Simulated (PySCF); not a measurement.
# C$_{4}$H$_{10}$NSSi: EPR calculation

- system: C$_{4}$H$_{10}$NSSi, multiplicity 2, SMILES C[SiH](C)CC([NH])=S
- method: UKS B3LYP, pcH-1 on C H N S Si, non-relativistic, mean-field spin-orbit, GIAO (PySCF 2.14.0)

It belongs to a series of runs on one base structure; here: H removed from N.

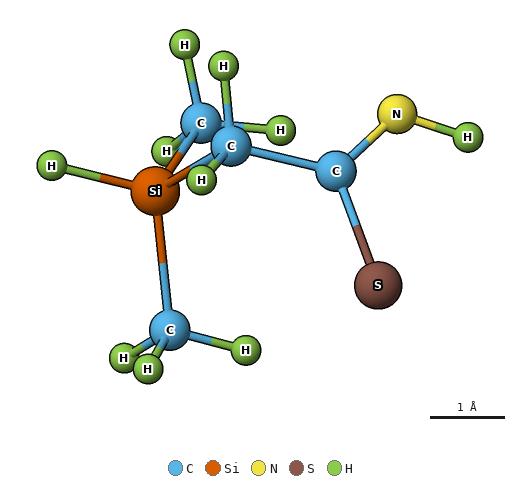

*The structure (ball-and-stick view, seen at a tilt).*

Bond lengths as drawn: C–C 1.47 Å, C–H 1.09 Å, C–N 1.27 Å, C–S 1.74 Å, C–Si 1.90 to 1.94 Å, H–N 1.01 Å and H–Si 1.47 Å.

### Input file
```
{"job": {"kind": "epr", "basis": "pcH-1"}, "charge": 0, "multiplicity": 2}
C     -0.722597     1.869835     0.044293
Si    -0.853759     0.087325     0.680493
C     -1.618080    -1.060618    -0.626082
C      0.925261    -0.531505     1.125830
C      1.778969    -0.568753    -0.065605
N      2.470959     0.424187    -0.438961
S      1.808334    -2.007454    -1.046243
H     -0.397067     2.544979     0.829733
H     -0.002216     1.944783    -0.765651
H     -1.677940     2.229993    -0.324600
H     -1.611105     0.013171     1.941550
H     -1.634779    -2.093526    -0.289345
H     -1.058110    -1.032465    -1.557472
H     -2.640881    -0.772656    -0.850128
H      0.854411    -1.522921     1.567493
H      1.356730     0.154366     1.852363
H      3.014871     0.333289    -1.289207
```

The first line tells a small driver script what to run in PySCF; the rest is the geometry in Å.

Machine: 1 CPU thread, shared host.

Command:
```bash
OMP_NUM_THREADS=1 python <driver script> task.json out
```

### What the program printed
```
UKS, coarse grid
  cycle   1  E = -900.80278363  |g| = 4.71e-01
  cycle   2  E = -900.59862672  |g| = 7.81e-01
  cycle   3  E = -900.84212547  |g| = 3.34e-01
  cycle   4  E = -900.90085930  |g| = 3.16e-02
  cycle   5  E = -900.90132793  |g| = 1.44e-02
  cycle   6  E = -900.90143776  |g| = 6.18e-03
  cycle   7  E = -900.90145438  |g| = 4.82e-03
  cycle   8  E = -900.90146715  |g| = 2.55e-03
  cycle   9  E = -900.90147361  |g| = 9.73e-04
UKS, final grid
  cycle   1  E = -900.90140098  |g| = 2.23e-03
  cycle   2  E = -900.90138067  |g| = 6.82e-03
  cycle   3  E = -900.90140386  |g| = 3.27e-04
  cycle   4  E = -900.90140392  |g| = 2.11e-04
  cycle   5  E = -900.90140400  |g| = 1.04e-04
  cycle   6  E = -900.90140403  |g| = 3.39e-05
  cycle   7  E = -900.90140404  |g| = 3.04e-05
  cycle   8  E = -900.90140406  |g| = 2.52e-05
  cycle   9  E = -900.90140409  |g| = 1.49e-05
  cycle  10  E = -900.90140410  |g| = 7.63e-06
E = -900.90140410 Eh   <S^2> = 0.7536 (exact 0.7500)
g shifts (ppm)      1          2          3
  rmc          -236       -236       -236
  gc              4         66         33
  oz_so       -1497      10864     209457
  total       -1638      10694     209355
hyperfine (MHz)  atom isotope    a_iso     a_fc   dipolar eigenvalues
    0   13C      -0.09      -0.09     -0.25     -0.12      0.36
    1  29Si       1.57       1.57     -0.42      0.01      0.41
    2   13C       0.37       0.37     -0.51     -0.31      0.82
    3   13C      -2.94      -2.94     -1.78     -0.60      2.39
    4   13C     -20.38     -20.38     -6.28     -0.22      6.50
    5   14N       3.48       3.48    -10.97    -10.21     21.17
    6   33S      13.27      13.27    -80.47    -78.00    158.47
    7    1H      -0.05      -0.05     -0.68     -0.54      1.23
    8    1H       0.39       0.39     -1.28     -0.87      2.15
    9    1H      -0.05      -0.05     -0.51     -0.43      0.94
   10    1H      -0.39      -0.39     -0.67     -0.51      1.17
   11    1H       1.06       1.06     -1.81     -1.40      3.21
   12    1H       0.72       0.72     -2.19     -1.72      3.92
   13    1H       1.24       1.24     -0.77     -0.67      1.43
   14    1H       7.84       7.84     -3.64     -1.36      5.00
   15    1H       9.41       9.41     -2.02     -0.65      2.67
   16    1H      24.96      24.96    -14.86     -4.08     18.94
```

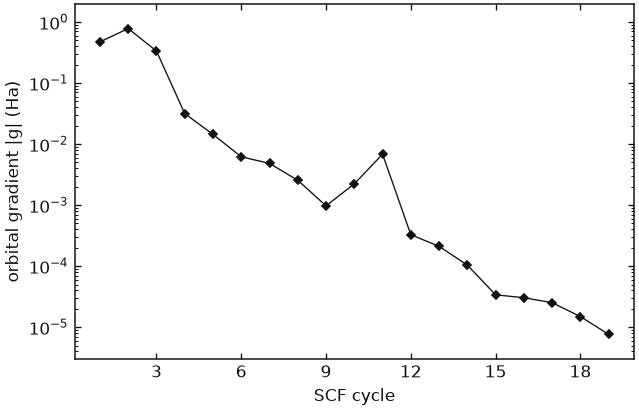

*Convergence of the self-consistent field: orbital gradient |g| against the SCF cycle.*

All cycles printed in the log are drawn one after another.

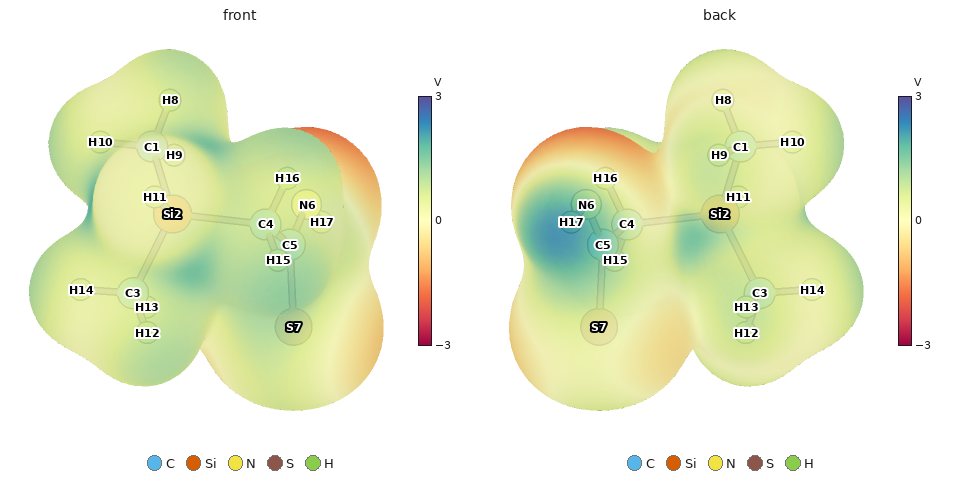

*The molecular electrostatic potential painted on the density surface at 0.004 e/bohr³, seen at a tilt and from behind; red is negative and blue positive.*

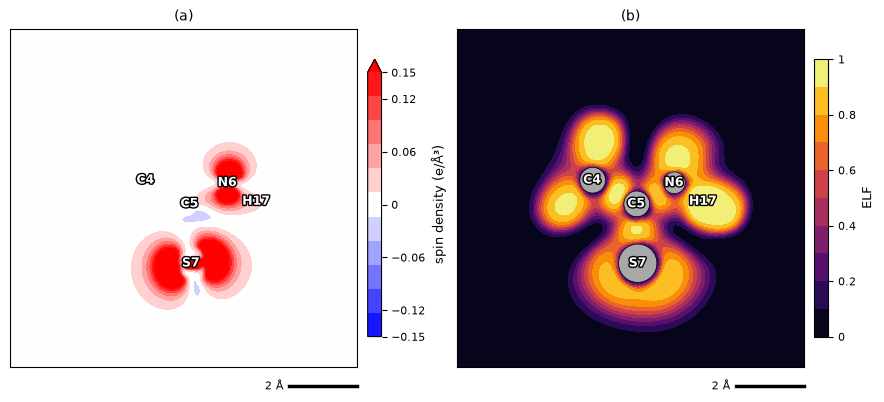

*(a) spin density (α minus β); (b) ELF on the plane of atoms C4, C5 and S7. Grey discs, where drawn, cover atomic cores.*

The section cuts through C, N, S and H sites. C–N (1.27 Å): the ELF peaks at about 0.90 between the atoms; a double or triple bond. C–S (1.74 Å): the ELF peaks at about 0.90 between the atoms (a shared electron pair). The unpaired spin (1 electron) lies mostly on S7 (about 0.8) and N6 (about 0.2), in electrons by Hirshfeld's partition.

### Results in brief

```csv
quantity,value
outcome,converged
total energy,−900.901404 hartree
⟨S²⟩,0.754
isotropic g,2.0751
wall time,99 s
peak memory,0.98 GiB
```

### Remarks

Checks after the run noted: orbitally degenerate or nearly so: second-order g, spin-orbit hyperfine and D do not apply.
